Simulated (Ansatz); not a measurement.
**Run report: Si4H10, geometry relaxation**

Si4H10, SMILES [SiH3][SiH]([SiH3])[SiH3], computed with HF/cc-pVDZ, RHF (Ansatz 0.2.0).

The atoms were displaced at random from an optimised geometry.

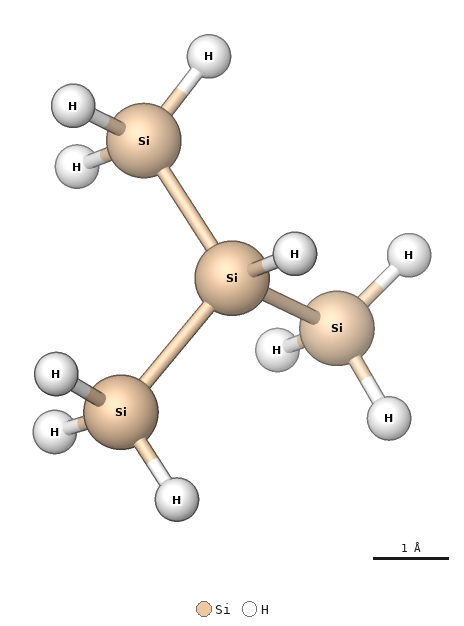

*The starting structure (ball-and-stick view, seen at a tilt).*

Bond lengths as drawn: H–Si 1.42 to 1.60 Å and Si–Si 2.26 to 2.39 Å.

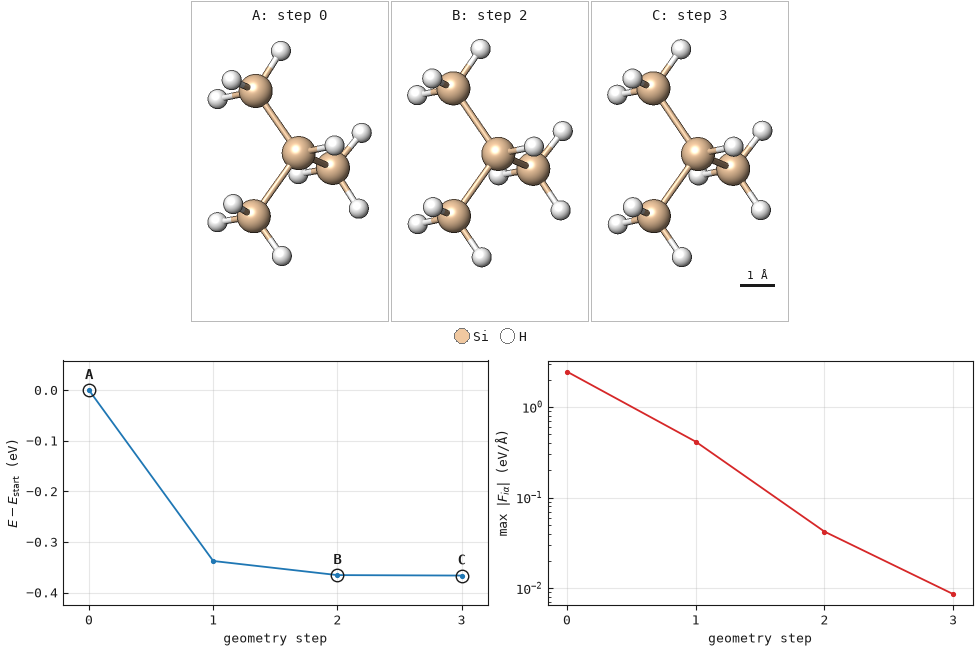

*Frames of the relaxation (ball-and-stick view, seen at a tilt) above the curves, on which the letters mark them (the first geometry is step 0 here and step 1 in the log).*

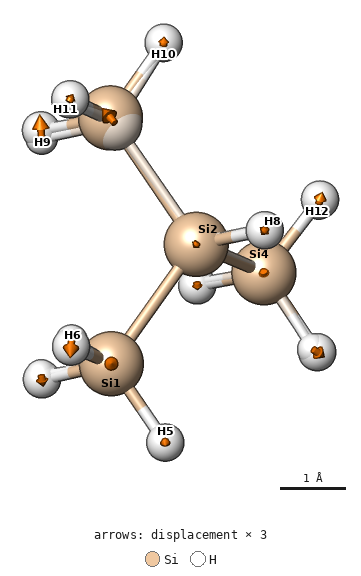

*Start (faint) and end (solid) with the displacements as orange arrows, magnified 3 times (ball-and-stick view, seen at a tilt). The two geometries are laid on each other by the best rigid fit.*

After 3 geometry steps the energy has fallen by 0.366 eV. The largest force component goes from 2.5 to 0.0086 eV/Å. The largest moves after the best rigid fit, 0.13 Å, are those of Si3 and H9. By element the largest moves are H 0.13 Å, Si 0.12 Å. Distances before and after: Si2–Si3 2.261 → 2.379 Å, Si3–H9 1.597 → 1.489 Å, Si1–H7 1.417 → 1.489 Å, Si4–H12 1.435 → 1.489 Å. Among the angles that change: Si2–Si1–H6 105.0° → 110.5°, H5–Si1–H7 113.7° → 108.7°, Si2–Si3–H11 115.3° → 110.4°. (Atoms are counted from 1 in the order of the input.)

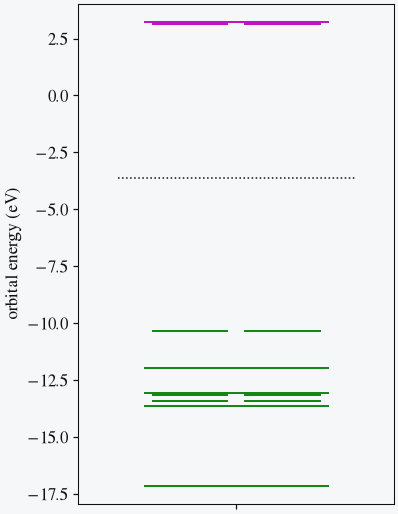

*Orbital energies near the frontier; the dotted line parts filled from empty levels, and levels within 0.02 eV of each other stand side by side.*

Highest filled −10.36 eV, lowest empty 3.14 eV, 13.50 eV apart.

These pictures come from the run below.

The input
```yaml
crystal:
  periodic: [false, false, false]
  atoms:
    - {symbol: Si, position_ang: [-1.569960, 0.428432, -1.542758]}
    - {symbol: Si, position_ang: [-0.416387, -0.009984, 0.507226]}
    - {symbol: Si, position_ang: [1.046422, 1.661815, 0.929982]}
    - {symbol: Si, position_ang: [0.647864, -2.087827, 0.322356]}
    - {symbol: H, position_ang: [-2.593261, -0.592218, -1.775557]}
    - {symbol: H, position_ang: [-2.240852, 1.784502, -1.335411]}
    - {symbol: H, position_ang: [-0.677107, 0.598946, -2.629341]}
    - {symbol: H, position_ang: [-1.390363, -0.065616, 1.655355]}
    - {symbol: H, position_ang: [2.076292, 1.723279, -0.288932]}
    - {symbol: H, position_ang: [1.892001, 1.388263, 2.135953]}
    - {symbol: H, position_ang: [0.450050, 3.020878, 1.021597]}
    - {symbol: H, position_ang: [1.363590, -2.489668, 1.498929]}
    - {symbol: H, position_ang: [1.661374, -2.058585, -0.781226]}
    - {symbol: H, position_ang: [-0.329263, -3.109905, 0.009499]}
basis:
  gaussian:
    orbitals: cc-pVDZ
magnetization:
  spin_polarized: false
  initial_magnetization: 0
hamiltonian:
  xc: hf
  pseudopotentials:
    relativity: none
accuracy: low
relax:
  max_displacement: 0.1
output:
  orbitals: {seedname: orbitals}
```

Launch command:
```bash
ansatz run molecule.yaml --threads 1 --pin off --max-ram 3480MiB --events-out events.jsonl --progress --plain --runs-dir runs
```

Log
```
The last accepted step is kept in runs//last_step.txt (removed where the run ends without a failure and the disk answers)
Functional definition: HF
  name "HF"
  exchange = exact_x
  correlation = 0
1351 factors; integrals over basis functions are off by at most 3.9e-4 eV
mean field evaluation 1: about -31604.6283 eV, gradient 1.7e1 eV
mean field evaluation 2: about -31604.6925 eV, gradient 1.7e1 eV
mean field evaluation 4: about -31606.6236 eV, gradient 9.8e-1 eV
mean field evaluation 8: about -31606.6299 eV, gradient 5.5e-4 eV
mean field -31606.62985396 eV, -1161.5222233898 hartree, gradient 9.8e-6 eV, S^2 0.000000; 0 other end points of the search recorded, 0 dependent functions left out
the calculation of the forces begins
reference -31606.62985396 eV, -1161.5222233898 hartree; 33, 33 occupied and 89, 89 virtual orbitals, 1351 factors
relax step   1: F+E_penalty+E_count = -31606.62985396 eV  Δ(F+E_penalty+E_count) = +0.000e0 eV  max|allowed force component| = 2.454e0 eV/Å  Δτ_max = 0.0000 Å  (29 SCF iters, accepted)
these checks for a lower state are left out or cut short: starts, cluster_reference, orbital_swaps, neighbouring_geometries, increment
1351 factors; integrals over basis functions are off by at most 3.5e-4 eV
mean field -31606.96737700 eV, -1161.5346271330 hartree, gradient 3.3e-5 eV, S^2 0.000000; 0 other end points of the search recorded, 0 dependent functions left out
the calculation of the forces begins
reference -31606.96737700 eV, -1161.5346271330 hartree; 33, 33 occupied and 89, 89 virtual orbitals, 1351 factors
relax step   2: F+E_penalty+E_count = -31606.96737700 eV  Δ(F+E_penalty+E_count) = -3.375e-1 eV  max|allowed force component| = 4.142e-1 eV/Å  Δτ_max = 0.0998 Å  (21 SCF iters, accepted)
these checks for a lower state are left out or cut short: starts, cluster_reference, orbital_swaps, neighbouring_geometries, increment
1351 factors; integrals over basis functions are off by at most 3.5e-4 eV
mean field evaluation 16: about -31606.9794 eV, gradient 1.6e0 eV
mean field -31606.99526239 eV, -1161.5356519020 hartree, gradient 2.5e-5 eV, S^2 0.000000; 0 other end points of the search recorded, 0 dependent functions left out
the calculation of the forces begins
reference -31606.99526239 eV, -1161.5356519020 hartree; 33, 33 occupied and 89, 89 virtual orbitals, 1351 factors
relax step   3: F+E_penalty+E_count = -31606.99526239 eV  Δ(F+E_penalty+E_count) = -2.789e-2 eV  max|allowed force component| = 4.217e-2 eV/Å  Δτ_max = 0.1000 Å  (20 SCF iters, accepted)
these checks for a lower state are left out or cut short: starts, cluster_reference, orbital_swaps, neighbouring_geometries, increment
1351 factors; integrals over basis functions are off by at most 3.4e-4 eV
mean field -31606.99616500 eV, -1161.5356850723 hartree, gradient 1.0e-5 eV, S^2 0.000000; 0 other end points of the search recorded, 0 dependent functions left out
the calculation of the forces begins
reference -31606.99616500 eV, -1161.5356850723 hartree; 33, 33 occupied and 89, 89 virtual orbitals, 1351 factors
relax step   4: F+E_penalty+E_count = -31606.99616500 eV  Δ(F+E_penalty+E_count) = -9.026e-4 eV  max|allowed force component| = 8.617e-3 eV/Å  Δτ_max = 0.0186 Å  (20 SCF iters, accepted)
1351 factors; integrals over basis functions are off by at most 3.4e-4 eV
mean field evaluation 32: about -31606.9958 eV, gradient 2.5e-1 eV
mean field -31606.99616500 eV, -1161.5356850723 hartree, gradient 1.0e-5 eV, S^2 0.000000; 1 other end points of the search recorded, 0 dependent functions left out
the calculation of the forces begins
reference -31606.99616500 eV, -1161.5356850723 hartree; 33, 33 occupied and 89, 89 virtual orbitals, 1351 factors
Total energy: -31606.99616500 eV, -1161.5356850723 hartree
Atom 0 at    -1.633034     0.475183    -1.517424 Å, force     0.007898    -0.003172    -0.001944 eV/Å
Atom 1 at    -0.419346    -0.013367     0.469855 Å, force    -0.004383     0.000214     0.006535 eV/Å
Atom 2 at     1.163189     1.705231     0.921455 Å, force    -0.002411     0.000047    -0.000894 eV/Å
Atom 3 at     0.659446    -2.127005     0.296660 Å, force     0.000051     0.002944    -0.008617 eV/Å
Atom 4 at    -2.637916    -0.589211    -1.788481 Å, force    -0.001052     0.001519     0.000603 eV/Å
Atom 5 at    -2.337058     1.780819    -1.390107 Å, force     0.001264    -0.002867     0.001517 eV/Å
Atom 6 at    -0.694759     0.550035    -2.671195 Å, force    -0.003637     0.001244    -0.005968 eV/Å
Atom 7 at    -1.388094    -0.073363     1.605719 Å, force     0.000142     0.001919     0.006117 eV/Å
Atom 8 at     2.136700     1.797367    -0.201498 Å, force     0.002820     0.001162     0.001478 eV/Å
Atom 9 at     1.909241     1.414578     2.176566 Å, force    -0.002476    -0.002821    -0.001327 eV/Å
Atom 10 at     0.475560     3.017858     1.064328 Å, force     0.000361     0.000540     0.000874 eV/Å
Atom 11 at     1.368305    -2.457487     1.563364 Å, force    -0.001954     0.004007     0.000120 eV/Å
Atom 12 at     1.653940    -2.091993    -0.810987 Å, force     0.002781    -0.005272    -0.000999 eV/Å
Atom 13 at    -0.335775    -3.196333     0.009418 Å, force     0.000595     0.000536     0.002507 eV/Å
Dipole moment:    -0.013609    -0.001660     0.017563 e Å
```

Trajectory as extended XYZ (Å, eV, eV/Å), 4 frames, from step=1 to step=4
```
14
Properties=species:S:1:pos:R:3:forces:R:3 step=1 energy=-31606.62985
Si   -1.5700    0.4284   -1.5428   -0.9668   1.1139   1.7682
Si   -0.4164   -0.0100    0.5072   -1.1844  -0.7127  -0.1484
Si    1.0464    1.6618    0.9300    2.4537   1.0883  -1.0005
Si    0.6479   -2.0878    0.3224    0.5267   0.3374  -0.8499
H    -2.5933   -0.5922   -1.7756   -0.2539  -0.3244  -0.2302
H    -2.2409    1.7845   -1.3354    0.1162  -0.5858  -0.1494
H    -0.6771    0.5989   -2.6293    0.9751  -0.0843  -1.2026
H    -1.3904   -0.0656    1.6554    0.0252  -0.0428  -0.2572
H     2.0763    1.7233   -0.2889   -1.0188  -0.0734   1.1298
H     1.8920    1.3883    2.1360   -0.2220   0.0608  -0.0324
H     0.4501    3.0209    1.0216   -0.1367  -0.0648   0.1037
H     1.3636   -2.4897    1.4989    0.4781  -0.2302   1.0543
H     1.6614   -2.0586   -0.7812   -0.1727   0.0890   0.0103
H    -0.3293   -3.1099    0.0095   -0.6197  -0.5709  -0.1957
14
Properties=species:S:1:pos:R:3:forces:R:3 step=2 energy=-31606.96738
Si   -1.6034    0.4795   -1.5035   -0.2058   0.1154   0.4142
Si   -0.4195   -0.0254    0.4983   -0.2811  -0.0656   0.0000
Si    1.1365    1.6896    0.8974    0.1717   0.1562   0.0764
Si    0.6778   -2.1194    0.3182   -0.0755   0.2307  -0.3526
H    -2.6031   -0.5769   -1.7876   -0.1108  -0.0596  -0.0582
H    -2.2984    1.7969   -1.3560    0.0439  -0.1373  -0.0367
H    -0.6600    0.5629   -2.6238    0.2525   0.0311  -0.3538
H    -1.4214   -0.0876    1.6113    0.0955   0.0052  -0.0265
H     2.0742    1.7354   -0.2695   -0.0403   0.0559   0.1751
H     1.8961    1.4086    2.1521    0.0309   0.0669  -0.1061
H     0.4488    3.0066    1.0336    0.0728  -0.0378  -0.0258
H     1.3754   -2.4903    1.5598    0.1532  -0.0669   0.2586
H     1.6611   -2.0500   -0.8033   -0.0205  -0.0472   0.0762
H    -0.3439   -3.1376    0.0007   -0.0865  -0.2470  -0.0408
14
Properties=species:S:1:pos:R:3:forces:R:3 step=3 energy=-31606.99526
Si   -1.6290    0.4723   -1.5151   -0.0334   0.0239  -0.0060
Si   -0.4233   -0.0148    0.4808    0.0059  -0.0057  -0.0232
Si    1.1595    1.7083    0.9211    0.0422   0.0354   0.0057
Si    0.6593   -2.1288    0.2987    0.0161  -0.0177  -0.0239
H    -2.6368   -0.5881   -1.7966    0.0174   0.0067   0.0193
H    -2.3332    1.7795   -1.3874    0.0123  -0.0244   0.0047
H    -0.6923    0.5523   -2.6700    0.0118  -0.0061   0.0123
H    -1.3960   -0.0740    1.6143    0.0165  -0.0015  -0.0117
H     2.1277    1.7953   -0.2098   -0.0253  -0.0076   0.0288
H     1.9170    1.4275    2.1737   -0.0244  -0.0109  -0.0281
H     0.4789    3.0266    1.0630   -0.0031  -0.0373  -0.0074
H     1.3666   -2.4760    1.5621   -0.0092   0.0204   0.0032
H     1.6581   -2.0921   -0.8076   -0.0258   0.0132   0.0219
H    -0.3361   -3.1957    0.0004   -0.0011   0.0116   0.0046
14
Properties=species:S:1:pos:R:3:forces:R:3 step=4 energy=-31606.99617
Si   -1.6330    0.4752   -1.5174    0.0079  -0.0032  -0.0019
Si   -0.4193   -0.0134    0.4699   -0.0044   0.0002   0.0065
Si    1.1632    1.7052    0.9215   -0.0024   0.0000  -0.0009
Si    0.6594   -2.1270    0.2967    0.0001   0.0029  -0.0086
H    -2.6379   -0.5892   -1.7885   -0.0011   0.0015   0.0006
H    -2.3371    1.7808   -1.3901    0.0013  -0.0029   0.0015
H    -0.6948    0.5500   -2.6712   -0.0036   0.0012  -0.0060
H    -1.3881   -0.0734    1.6057    0.0001   0.0019   0.0061
H     2.1367    1.7974   -0.2015    0.0028   0.0012   0.0015
H     1.9092    1.4146    2.1766   -0.0025  -0.0028  -0.0013
H     0.4756    3.0179    1.0643    0.0004   0.0005   0.0009
H     1.3683   -2.4575    1.5634   -0.0020   0.0040   0.0001
H     1.6539   -2.0920   -0.8110    0.0028  -0.0053  -0.0010
H    -0.3358   -3.1963    0.0094    0.0006   0.0005   0.0025
```

Key numbers

| quantity | value |
| --- | --- |
| outcome | converged |
| total energy | −1161.535685 hartree |
| basis functions | 122 |
| largest force | 0.009 eV/Å |
| SCF solution under orbital rotations | stable |
| HOMO | −10.36 eV |
| LUMO | 3.14 eV |
| dipole moment | 0.11 D |
| hardware | 1 thread of Arm Neoverse V2, 24 GiB of memory available, shared host |
| wall time | 21 s |
| peak memory | 0.3 GiB |

Remarks

The input asks for low accuracy.
